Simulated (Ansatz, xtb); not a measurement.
**Ligand exchange: C2H7FSi2 + C2H4F2 → C2H8Si2 + C2H3F3**

Species: C2H7FSi2 `C=C[SiH2][SiH2]F`, singlet; C2H4F2 (1,2-difluoroethane) `FCCF`, singlet; C2H8Si2 `C=C[SiH2][SiH3]`, singlet; C2H3F3 (1,1,2-trifluoroethane) `FCC(F)F`, singlet. The partners trade F for H: Si–F and C–H bonds give way to Si–H and C–F.

Shapes, held fixed at every level: PBE0-D4/def2-TZVP. Flexible molecules stand in one conformer, not always the lowest. Programs: Ansatz 0.2.0, xtb 6.7.1. The zero-point and thermal change to 298 K, harmonic and unscaled (PBE0-D4/def2-TZVP), is -8.0 kJ/mol.

| level | kind | ΔH(298 K) (kJ/mol) | less CCSD(T)/CBS estimate | CPU time (sum over the molecules) |
| --- | --- | --- | --- | --- |
| GFN0-xTB | semi-empirical | +35.5 | -125.5 | 0.16 s |
| HF/def2-TZVPP | Hartree–Fock | +158.6 | -2.4 | – |
| r2SCAN-D4/def2-TZVPP | meta-GGA | +149.8 | -11.2 | 57 s |
| B3LYP-D4/def2-TZVPP | global hybrid | +155.8 | -5.2 | 59 s |
| PBE0-D4/def2-TZVPP | global hybrid | +146.8 | -14.2 | 42 s |
| B2PLYP/def2-TZVPP | double hybrid | +158.9 | -2.1 | 69 s |
| MP2/def2-TZVPP | perturbation theory | +162.6 | +1.6 | – |
| CCSD(T)/CBS estimate | coupled cluster or CI | +161.0 | 0.0 | 31 min |

The highest level, CCSD(T)/CBS estimate, gives ΔH(298 K) = +161.0 kJ/mol; the levels span +35.5 to +162.6. GFN0-xTB strays far from the other rows. The column of differences is taken from that level and isn't an error. No measured value is set beside it here. The CBS estimate extrapolates MP2 from def2-TZVPP and def2-QZVPP and adds CCSD(T) − MP2 in the triple-zeta set, cores frozen. Times are processor times on shared x86 and Arm servers, and rough.

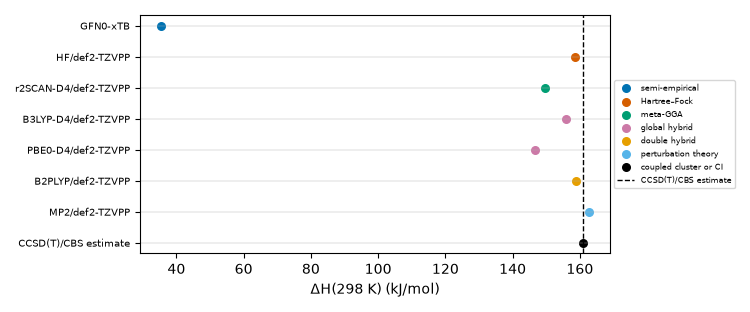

The values of the table, level by level.
